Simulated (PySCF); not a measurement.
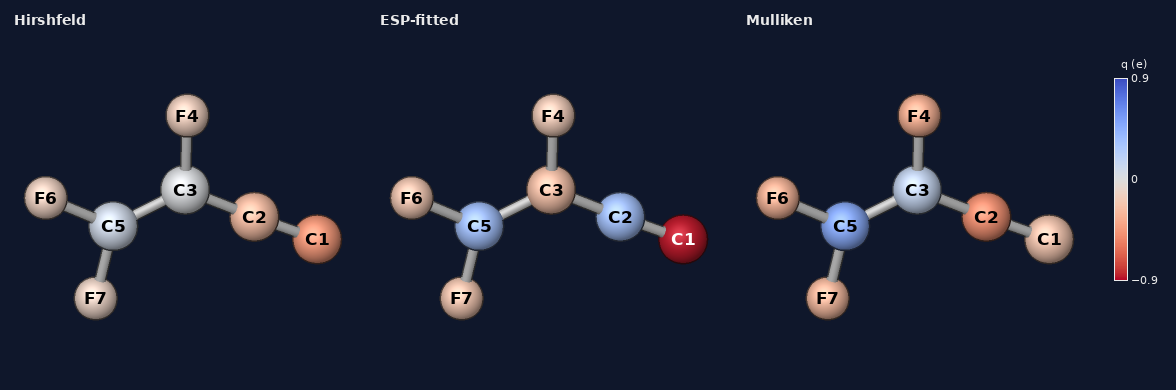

Atomic charges of one calculation by 3 schemes, on one colour scale. State: charge −1, singlet. Computed geometry: GFN2-xTB optimisation. No frequency run is at hand to confirm it as a minimum. Computed with PBE0/pcSseg-1 (PySCF 2.14.0).

### On which atom do the schemes disagree most?

On C2 (from −0.48 to 0.32 e).

List the charges (e), one line for each set of equivalent atoms.

```
atom  Hirshfeld  ESP-fitted  Mulliken
  C1      −0.45       −0.86     −0.21
  C2      −0.26        0.32     −0.48
  C3       0.02       −0.24      0.14
  F4      −0.15       −0.16     −0.33
  C5       0.08        0.33      0.45
  F6      −0.13       −0.19     −0.30
  F7      −0.11       −0.20     −0.28
```
